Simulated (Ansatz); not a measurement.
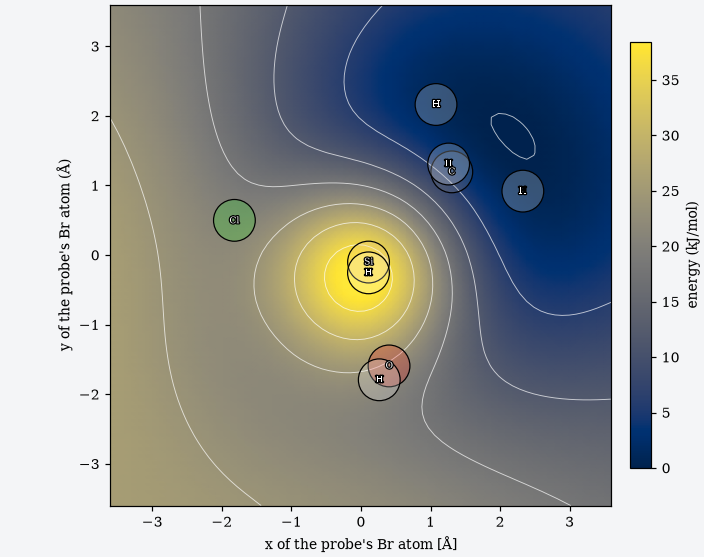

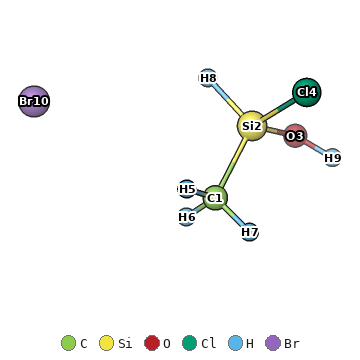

Energy landscape of CH₅ClOSi (SMILES C[SiH](O)Cl) with the probe Br-. The probe is moved over a plane parallel to the molecule's main plane, 4.21 Å above it. Coordinates scanned: (1) x of the probe's Br atom; (2) y of the probe's Br atom. Nothing is relaxed (molecule and probe rigid). The grid has 13 × 13 points. Points are written as (first, second). All energies are given in kJ/mol relative to the lowest grid point. Theory: RHF/def2-SVPD (Ansatz 0.2.0).

The picture shows a smooth colour map with a few white contour lines, labelled circles for the molecule's atoms, projected on the plane. Between grid points the surface is interpolated. The second picture is the structure at the lowest point.

What does the map say about the system?

The lowest grid point is at (2.4 Å, 1.8 Å) [nearest 1 H at 3.84 Å]. It is the only kind of minimum in the scanned range. The highest grid point, (0.0 Å, −0.6 Å) [nearest 1 H at 2.33 Å], lies 38.4 kJ/mol above the lowest. Near the minimum the curvatures are about 0.013 and 0.059 eV/Å² along the soft and the stiff direction.

The input of one point:

```yaml
crystal:
  periodic: [false, false, false]
  atoms:
    - { symbol: C, position_ang: [1.305837, 1.19539, -0.149783] }
    - { symbol: Si, position_ang: [0.109025, -0.100715, 0.448403] }
    - { symbol: O, position_ang: [0.403695, -1.593311, -0.178356] }
    - { symbol: Cl, position_ang: [-1.818557, 0.498636, -0.120264] }
    - { symbol: H, position_ang: [1.078791, 2.163583, 0.300521] }
    - { symbol: H, position_ang: [2.326685, 0.918749, 0.124163] }
    - { symbol: H, position_ang: [1.260029, 1.308297, -1.234761] }
    - { symbol: H, position_ang: [0.108273, -0.255817, 1.907973] }
    - { symbol: H, position_ang: [0.262974, -1.792666, -1.088784] }
    - { symbol: Br, position_ang: [2.4, 1.8, 4.21] }
total_charge: -1
basis:
  gaussian: { orbitals: def2-SVPD }
hamiltonian:
  xc: hf
output:
  forces: true
```

Each point was launched as `ansatz run input.yaml --threads 1 --pin off --max-ram 2560MiB --backend cpu --events-out ev --progress --plain --runs-dir out`. Time for the 169 points that were run: 26 min on 1 thread of Arm Neoverse V2, on a shared host.
